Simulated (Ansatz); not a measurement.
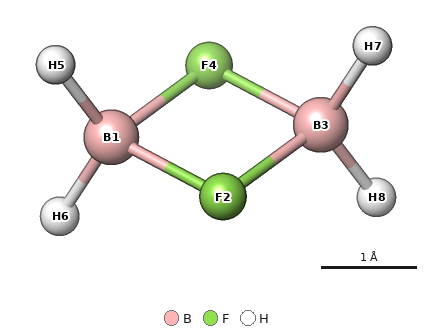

The input geometry (ball-and-stick view, seen at a tilt; atoms are numbered from 1 in the order of the input).

**B$_{2}$H$_{4}$F$_{2}$: geometry relaxation**

The run: geometry relaxation of B$_{2}$H$_{4}$F$_{2}$, SMILES [BH2-]1[F+][BH2-][F+]1. Method and program: PBE/def2-SVP, RKS (Ansatz 0.2.0).

The geometry comes from this level: PBE0-D4/def2-TZVP. Figures and captions count atoms from 1; the log counts them from 0 in places.

Log:
```
The last accepted step is kept in runs//last_step.txt (removed where the run ends without a failure and the disk answers)
Functional definition: PBE
  name "PBE"
  parameter kappa = 0.804
  parameter beta = 0.06672455060314922
  exchange = pbe_x(kappa = kappa, mu = beta*pi^2/3)
  correlation = pbe_c(beta = beta)
836 factors; their error is unknown
mean field evaluation 1: about -6838.3763 eV, gradient 2.2e1 eV
mean field evaluation 2: about -6839.2945 eV, gradient 1.6e1 eV
mean field evaluation 4: about -6839.8823 eV, gradient 1.5e0 eV
mean field evaluation 8: about -6839.8543 eV, gradient 9.1e-2 eV
mean field -6839.85429267 eV, -251.3600090358 hartree, gradient 5.7e-5 eV, S^2 0.000000; 0 other end points of the search recorded, 0 dependent functions left out
the calculation of the forces begins
reference -6839.85432384 eV, -251.3600101814 hartree; 16, 16 occupied and 60, 60 virtual orbitals, 836 factors
relax step   1: F+E_penalty+E_count = -6839.85429267 eV  Δ(F+E_penalty+E_count) = +0.000e0 eV  max|allowed force component| = 4.264e-1 eV/Å  Δτ_max = 0.0000 Å  (23 SCF iters, accepted)
these checks for a lower state are left out or cut short: starts, cluster_reference, orbital_swaps, neighbouring_geometries, increment
836 factors; their error is unknown
mean field evaluation 16: about -6839.9199 eV, gradient 3.5e-3 eV
mean field -6839.88747286 eV, -251.3612283853 hartree, gradient 7.8e-6 eV, S^2 0.000000; 0 other end points of the search recorded, 0 dependent functions left out
the calculation of the forces begins
reference -6839.88750410 eV, -251.3612295334 hartree; 16, 16 occupied and 60, 60 virtual orbitals, 836 factors
relax step   2: F+E_penalty+E_count = -6839.88747286 eV  Δ(F+E_penalty+E_count) = -3.318e-2 eV  max|allowed force component| = 2.009e-1 eV/Å  Δτ_max = 0.0198 Å  (28 SCF iters, accepted)
these checks for a lower state are left out or cut short: starts, cluster_reference, orbital_swaps, neighbouring_geometries, increment
836 factors; their error is unknown
mean field -6839.88414644 eV, -251.3611061415 hartree, gradient 6.9e-6 eV, S^2 0.000000; 0 other end points of the search recorded, 0 dependent functions left out
the calculation of the forces begins
reference -6839.88417780 eV, -251.3611072943 hartree; 16, 16 occupied and 60, 60 virtual orbitals, 836 factors
relax step   3: F+E_penalty+E_count = -6839.88414644 eV  Δ(F+E_penalty+E_count) = +3.326e-3 eV  max|allowed force component| = 5.032e-1 eV/Å  Δτ_max = 0.0319 Å  (28 SCF iters, rejected (line search))
these checks for a lower state are left out or cut short: starts, cluster_reference, orbital_swaps, neighbouring_geometries, increment
836 factors; their error is unknown
mean field evaluation 32: about -6839.8956 eV, gradient 2.7e-5 eV
mean field -6839.89557681 eV, -251.3615262001 hartree, gradient 7.7e-6 eV, S^2 0.000000; 0 other end points of the search recorded, 0 dependent functions left out
the calculation of the forces begins
reference -6839.89560808 eV, -251.3615273493 hartree; 16, 16 occupied and 60, 60 virtual orbitals, 836 factors
relax step   4: F+E_penalty+E_count = -6839.89557681 eV  Δ(F+E_penalty+E_count) = -8.104e-3 eV  max|allowed force component| = 8.060e-3 eV/Å  Δτ_max = 0.0118 Å  (29 SCF iters, accepted)
these checks for a lower state are left out or cut short: starts, cluster_reference, orbital_swaps, neighbouring_geometries, increment
836 factors; their error is unknown
mean field -6839.89559695 eV, -251.3615269403 hartree, gradient 5.7e-5 eV, S^2 0.000000; 0 other end points of the search recorded, 0 dependent functions left out
the calculation of the forces begins
reference -6839.89562822 eV, -251.3615280895 hartree; 16, 16 occupied and 60, 60 virtual orbitals, 836 factors
relax step   5: F+E_penalty+E_count = -6839.89559695 eV  Δ(F+E_penalty+E_count) = -2.014e-5 eV  max|allowed force component| = 1.201e-3 eV/Å  Δτ_max = 0.0013 Å  (18 SCF iters, accepted)
```

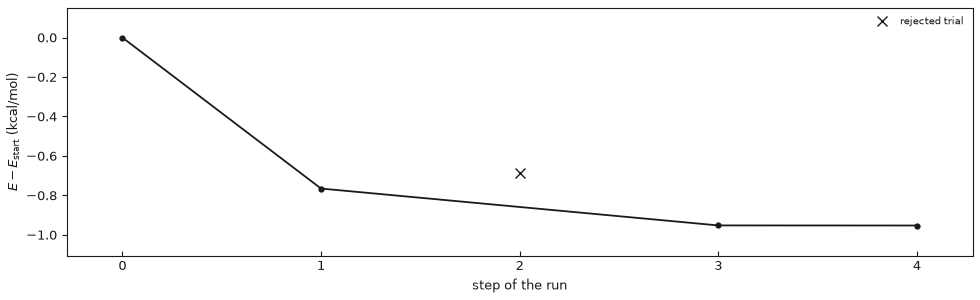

Progress of the relaxation, step by step (the first geometry is step 0 here and step 1 in the log).

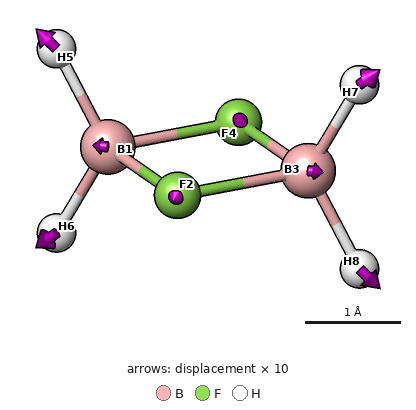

The starting structure with the displacements as pink arrows, magnified 10 times (ball-and-stick view, seen at a tilt). The two geometries are laid on each other by the best rigid fit. The largest moves after the best rigid fit, 0.031 Å, are those of H5, H6, H7 and H8. Largest moves by element: H 0.031 Å, B 0.018 Å, F 0.015 Å. Among the contacts that change: B1–F2 1.538 → 1.561 Å, B1–H5 1.190 → 1.211 Å. The energy falls by 0.95 kcal/mol in 4 geometry steps. Largest force component: 0.43 eV/Å at the start, 0.0012 eV/Å at the end. The line search rejected the trial step at point 2 (counted from 0) and went back. (Atoms are counted from 1 in the order of the input.)

```
836 factors; their error is unknown
mean field -6839.89559695 eV, -251.3615269403 hartree, gradient 5.7e-5 eV, S^2 0.000000; 1 other end points of the search recorded, 0 dependent functions left out
the calculation of the forces begins
reference -6839.89562823 eV, -251.3615280895 hartree; 16, 16 occupied and 60, 60 virtual orbitals, 836 factors
Total energy: -6839.89562823 eV, -251.3615280895 hartree
Atom 0 at    -0.495665     0.962380    -0.298406 Å, force    -0.000012     0.000230     0.000028 eV/Å
Atom 1 at     0.646192     0.543711     0.680265 Å, force     0.001101     0.001008     0.001201 eV/Å
Atom 2 at     0.495649    -0.962380     0.298398 Å, force     0.000003    -0.000175    -0.000018 eV/Å
Atom 3 at    -0.645982    -0.543668    -0.680516 Å, force    -0.001153    -0.001059    -0.001200 eV/Å
Atom 4 at    -0.032523     1.579841    -1.231577 Å, force    -0.000667    -0.000366     0.000914 eV/Å
Atom 5 at    -1.464374     1.326369     0.330630 Å, force     0.000894    -0.000067    -0.000807 eV/Å
Atom 6 at     1.464383    -1.326693    -0.330408 Å, force    -0.000872     0.000087     0.000794 eV/Å
Atom 7 at     0.032219    -1.579561     1.231613 Å, force     0.000707     0.000343    -0.000911 eV/Å
Dipole moment:     0.000012    -0.000002    -0.000013 e Å
```

Trajectory as extended XYZ (Å, eV, eV/Å), 5 frames, from step=1 to step=5:
```
8
Properties=species:S:1:pos:R:3:forces:R:3 step=1 energy=-6839.85429
B    -0.4880    0.9473   -0.2938   -0.0287   0.0577  -0.0188
F     0.6373    0.5360    0.6706    0.3679   0.3120   0.3882
B     0.4880   -0.9472    0.2939    0.0306  -0.0597   0.0143
F    -0.6368   -0.5359   -0.6711   -0.3680  -0.3109  -0.3873
H    -0.0360    1.5573   -1.2103    0.1891   0.2847  -0.4064
H    -1.4402    1.3084    0.3220   -0.4264   0.1759   0.2650
H     1.4402   -1.3091   -0.3216    0.4251  -0.1752  -0.2631
H     0.0354   -1.5568    1.2103   -0.1897  -0.2846   0.4081
8
Properties=species:S:1:pos:R:3:forces:R:3 step=2 energy=-6839.88747
B    -0.4907    0.9525   -0.2955   -0.0994   0.1947  -0.0597
F     0.6415    0.5396    0.6751    0.1906   0.1621   0.2009
B     0.4907   -0.9524    0.2954    0.0999  -0.1956   0.0591
F    -0.6412   -0.5396   -0.6756   -0.1902  -0.1612  -0.2006
H    -0.0343    1.5720   -1.2235    0.0581   0.0672  -0.1091
H    -1.4553    1.3201    0.3271   -0.1123   0.0372   0.0767
H     1.4554   -1.3207   -0.3267    0.1117  -0.0371  -0.0765
H     0.0338   -1.5714    1.2236   -0.0585  -0.0675   0.1094
8
Properties=species:S:1:pos:R:3:forces:R:3 step=3 energy=-6839.88415 accepted=F
B    -0.5047    0.9798   -0.3038    0.2588  -0.5020   0.1562
F     0.6436    0.5415    0.6775    0.0115   0.0097   0.0120
B     0.5047   -0.9799    0.3038   -0.2594   0.5032  -0.1548
F    -0.6434   -0.5414   -0.6778   -0.0115  -0.0105  -0.0125
H    -0.0296    1.5819   -1.2360   -0.0155   0.0839  -0.0523
H    -1.4688    1.3271    0.3343   -0.0661   0.0750   0.0029
H     1.4688   -1.3274   -0.3340    0.0665  -0.0752  -0.0034
H     0.0292   -1.5815    1.2361    0.0158  -0.0841   0.0519
8
Properties=species:S:1:pos:R:3:forces:R:3 step=4 energy=-6839.89558
B    -0.4958    0.9626   -0.2985    0.0042  -0.0078   0.0026
F     0.6463    0.5438    0.6804   -0.0053  -0.0044  -0.0056
B     0.4958   -0.9626    0.2985   -0.0041   0.0081  -0.0025
F    -0.6461   -0.5438   -0.6807    0.0052   0.0042   0.0055
H    -0.0335    1.5807   -1.2313    0.0065  -0.0002  -0.0061
H    -1.4643    1.3274    0.3298   -0.0053  -0.0022   0.0068
H     1.4643   -1.3277   -0.3295    0.0053   0.0023  -0.0069
H     0.0332   -1.5804    1.2313   -0.0065   0.0001   0.0061
8
Properties=species:S:1:pos:R:3:forces:R:3 step=5 energy=-6839.89560
B    -0.4957    0.9624   -0.2984    0.0000   0.0002   0.0000
F     0.6462    0.5437    0.6803    0.0011   0.0010   0.0012
B     0.4956   -0.9624    0.2984    0.0000  -0.0002   0.0000
F    -0.6460   -0.5437   -0.6805   -0.0012  -0.0011  -0.0012
H    -0.0325    1.5798   -1.2316   -0.0007  -0.0004   0.0009
H    -1.4644    1.3264    0.3306    0.0009  -0.0001  -0.0008
H     1.4644   -1.3267   -0.3304   -0.0009   0.0001   0.0008
H     0.0322   -1.5796    1.2316    0.0007   0.0003  -0.0009
```

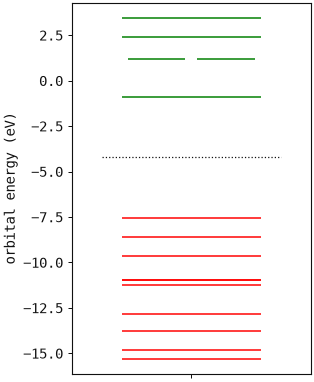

Orbital energies near the frontier; the dotted line parts filled from empty levels, and levels within 0.02 eV of each other stand side by side. Highest filled −7.55 eV, lowest empty −0.89 eV, 6.66 eV apart.

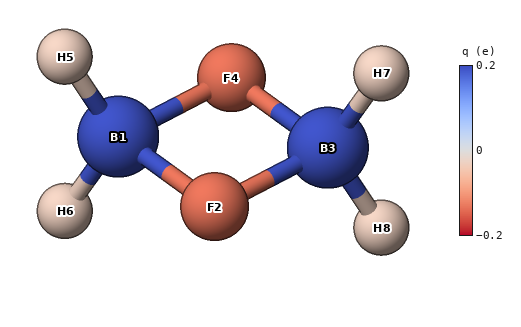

Mulliken charges, as the colour of each atom (ball-and-stick view, seen at a tilt; atoms are numbered from 1 in the order of the input; Mulliken charges depend strongly on the basis). By element: B +0.19, F −0.13 and H −0.03 e.

The run was set up as follows.

The input:
```yaml
basis:
  gaussian:
    orbitals: def2-SVP
crystal:
  periodic: [false, false, false]
  atoms:
    - {symbol: B, position_ang: [-0.488000, 0.947300, -0.293800]}
    - {symbol: F, position_ang: [0.637300, 0.536000, 0.670600]}
    - {symbol: B, position_ang: [0.488000, -0.947200, 0.293900]}
    - {symbol: F, position_ang: [-0.636800, -0.535900, -0.671100]}
    - {symbol: H, position_ang: [-0.036000, 1.557300, -1.210300]}
    - {symbol: H, position_ang: [-1.440200, 1.308400, 0.322000]}
    - {symbol: H, position_ang: [1.440200, -1.309100, -0.321600]}
    - {symbol: H, position_ang: [0.035400, -1.556800, 1.210300]}
hamiltonian:
  xc: pbe
relax:
  f_tol: 0.002
output: {orbitals: {seedname: orbitals}}
```

Run as:
```bash
ansatz run molecule.yaml --threads 1 --pin off --max-ram 3480MiB --events-out events.jsonl --progress --plain --runs-dir runs
```

Key numbers:

```json
{"quantity": "outcome", "value": "converged"}
{"quantity": "total energy", "value": "−251.361528 hartree"}
{"quantity": "basis functions", "value": "76"}
{"quantity": "largest force", "value": "0.002 eV/Å"}
{"quantity": "SCF solution under orbital rotations", "value": "stable"}
{"quantity": "HOMO", "value": "−7.55 eV"}
{"quantity": "LUMO", "value": "−0.89 eV"}
{"quantity": "dipole moment", "value": "0.00 D"}
{"quantity": "hardware", "value": "1 thread of Arm Neoverse V1, 112 GiB of memory available, shared host"}
{"quantity": "wall time", "value": "12 s"}
{"quantity": "peak memory", "value": "0.13 GiB"}
```
